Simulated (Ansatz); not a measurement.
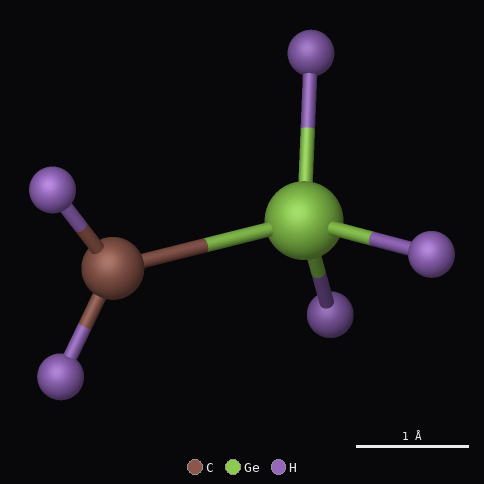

A ball-and-stick model of a molecule. Every bond is drawn as one stick, whatever its order.

The species is neutral and a spin doublet.

Identify the structure.

The molecule is CH5Ge. As SMILES it reads `[CH2][GeH3]`. It is an open-shell species. Coordination: 1 C trigonal planar; 1 Ge tetrahedral.

More results for the same structure follow; atom numbers are the same in all pictures, views and colours differ. Computed geometry: PBE0-D4/def2-TZVP optimisation.

### Shape

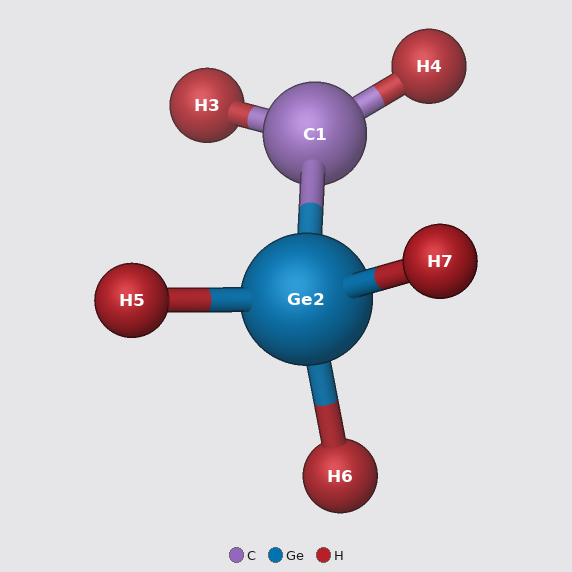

Atoms carry their numbers in the input.

Give these bond angles: Ge2–C1–H3, Ge2–C1–H4, H3–C1–H4, C1–Ge2–H5, C1–Ge2–H6, C1–Ge2–H7, H5–Ge2–H6, H5–Ge2–H7, H6–Ge2–H7.

| angle | degrees |
| --- | --- |
| Ge2–C1–H3 | 122.0 |
| Ge2–C1–H4 | 122.0 |
| H3–C1–H4 | 116.0 |
| C1–Ge2–H5 | 110.1 |
| C1–Ge2–H6 | 110.8 |
| C1–Ge2–H7 | 110.0 |
| H5–Ge2–H6 | 108.0 |
| H5–Ge2–H7 | 109.6 |
| H6–Ge2–H7 | 108.2 |

### Electronic properties

Properties computed with UKS r2SCAN-D4/def2-TZVPP (Ansatz 0.2.0).

Give the HOMO energy (Kohn–Sham orbital) at this level.

−5.98 eV.

Estimate the dispersion correction.

−2.0 kJ/mol.

Estimate the dipole moment.

0.52 D.

Estimate the ⟨S²⟩ of the determinant.

0.758.

### Vibrations

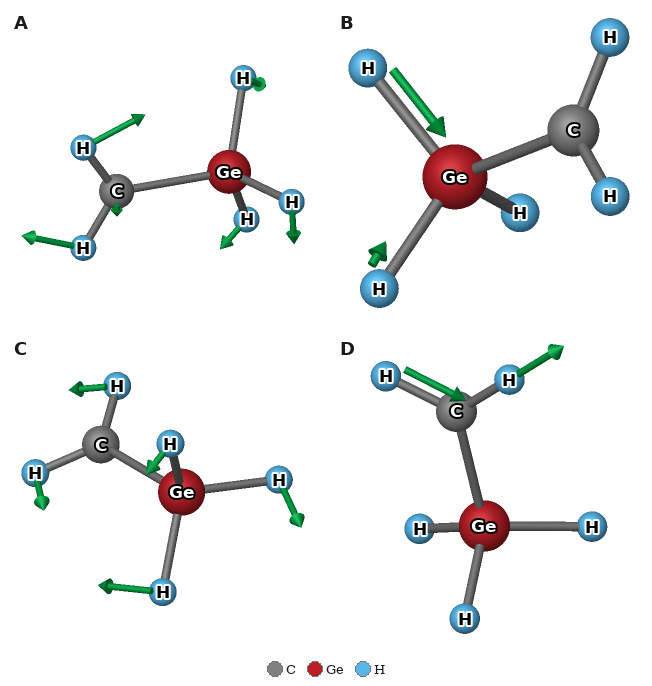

4 normal modes of one molecule or complex, as arrows. Harmonic vibrations computed with UKS PBE0-D4/def2-TZVP (Ansatz 0.2.0) at a stationary point of the same level.

Match the panels to the wavenumbers 495 cm⁻¹, 798 cm⁻¹, 2152 cm⁻¹, 3260 cm⁻¹.

A: 798 cm⁻¹, Ge–C–H bending
B: 2152 cm⁻¹, Ge–H stretching
C: 495 cm⁻¹, C–Ge–H bending
D: 3260 cm⁻¹, out-of-phase stretching of 2 C–H bonds

### Charges

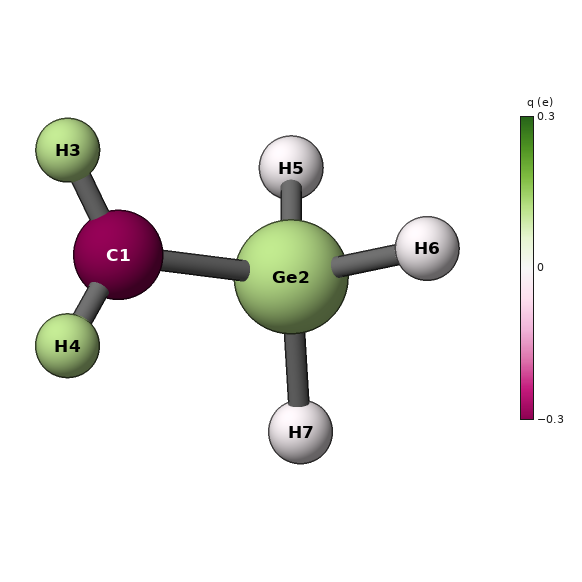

Atoms are coloured by their Mulliken charges. Level of theory: UKS PBE-D4/def2-TZVPP (Ansatz 0.2.0).

Which atom carries the highest charge (most positive or least negative)?

Ge2 (0.12 e).

And the lowest?

C1 (−0.30 e).

Give the Mulliken charges atom by atom.

```tsv
atom	value (e)
C1	−0.30
Ge2	0.12
H3	0.11
H4	0.11
H5	−0.01
H6	−0.01
H7	−0.01
```

Mulliken values depend strongly on the basis set and can even reverse the polarity of a bond.
